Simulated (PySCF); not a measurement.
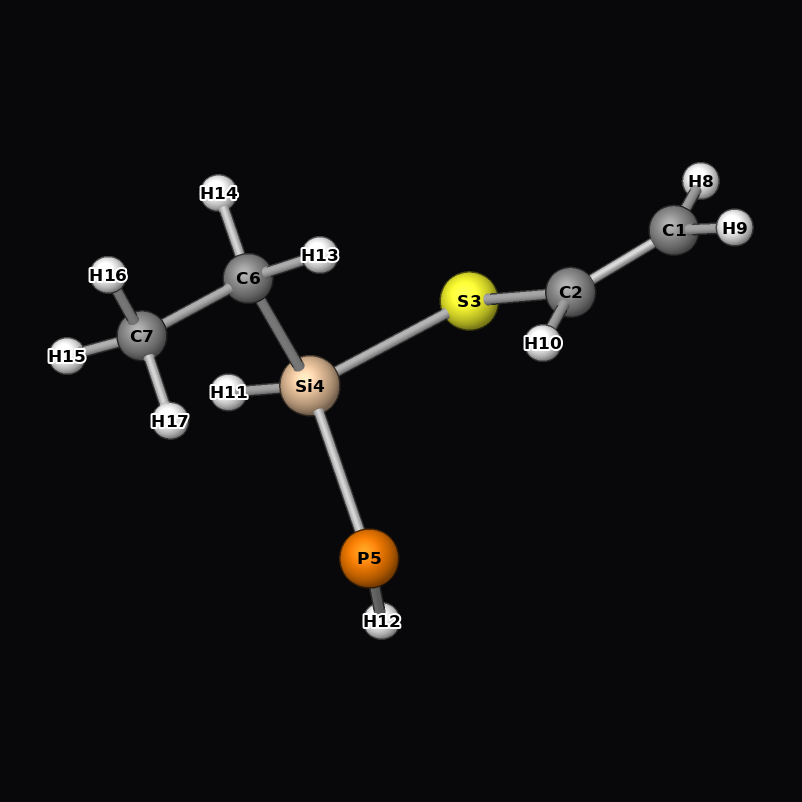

The questions are on Mulliken spin populations. State: neutral, doublet. The geometry was computed by an optimisation with GFN2-xTB. No frequency run is at hand to confirm it as a minimum. Method: UKS B3LYP, pcH-1 on C H P S Si, non-relativistic (PySCF 2.14.0).

List the Mulliken spin populations.

```
atom  value (e)
  C1       0.00
  C2       0.00
  S3       0.06
 Si4      −0.01
  P5       0.96
  C6       0.00
  C7       0.00
  H8       0.00
  H9       0.00
 H10       0.00
 H11       0.01
 H12      −0.03
 H13       0.00
 H14       0.00
 H15       0.00
 H16       0.00
 H17       0.00
```

Mulliken values depend strongly on the basis set. The geometry is semi-empirical. Around P, Si such bond lengths and angles can be off by a tenth of an ångström or more and by several degrees, and values that hang on the shape move with them.
